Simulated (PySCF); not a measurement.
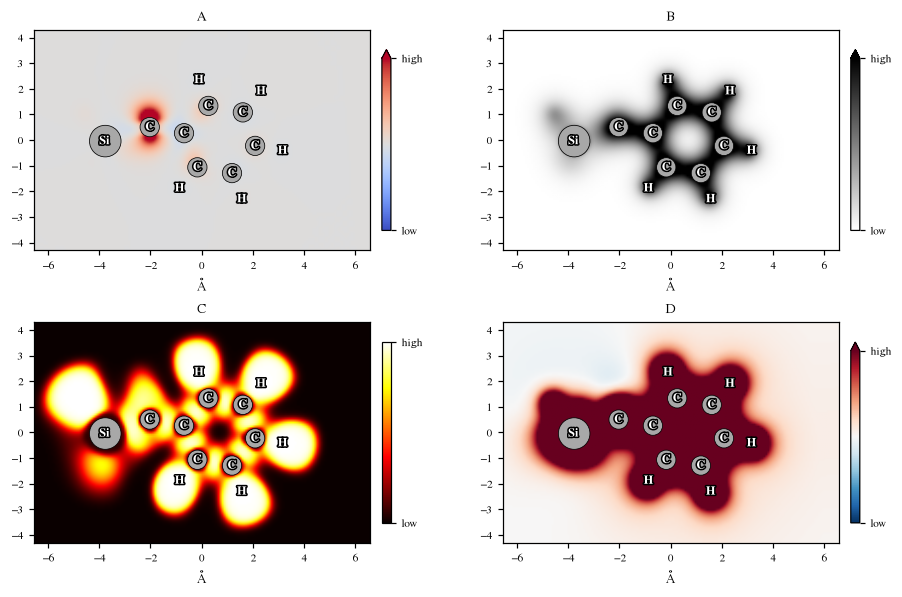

C₇H₈Si (SMILES [SiH3][C]c1ccccc1) (triplet): 4 fields on the plane of atoms C4, C5 and C6, with unlabelled colour scales. Grey discs cover the atomic cores.

Geometry: GFN2-xTB.

Computed with UKS B3LYP, pcH-1 on C H Si, non-relativistic, mean-field spin-orbit, GIAO (PySCF 2.14.0, density-fitted response routines).

```xyz
16

Si    3.2419   -0.2076   -0.0499
C     1.4715   -0.6172   -0.1394
C     0.1545   -0.2918   -0.0661
C    -0.8680   -1.2621   -0.2825
C    -2.1942   -0.9210   -0.2052
C    -2.5769    0.3851    0.0860
C    -1.6014    1.3553    0.3020
C    -0.2692    1.0413    0.2315
H     3.5386    1.0619   -0.7333
H     3.9917   -1.2856   -0.7031
H     3.6522   -0.1022    1.3565
H    -0.5693   -2.2746   -0.5086
H    -2.9510   -1.6742   -0.3722
H    -3.6227    0.6443    0.1450
H    -1.8975    2.3699    0.5288
H     0.4922    1.7876    0.3993
```

Which field does each panel show? The fields are: electron density, electron localisation function, electrostatic potential and spin density.

Panel A: spin density (confined to the atoms that carry the unpaired spin). Panel B: electron density. Panel C: electron localisation function. Panel D: electrostatic potential (strongly positive close to the atoms and fading to about zero outside). From the grid: C–C (1.36 Å): the density is about 2.2 e/Å³ at the midpoint; the ELF peaks at about 0.95 between the atoms, as expected for a covalent bond. C–Si (1.82 Å): ρ at the midpoint is about 0.96 e/Å³; the ELF peaks at about 0.95 between the atoms, as expected for localised, covalent bonding.
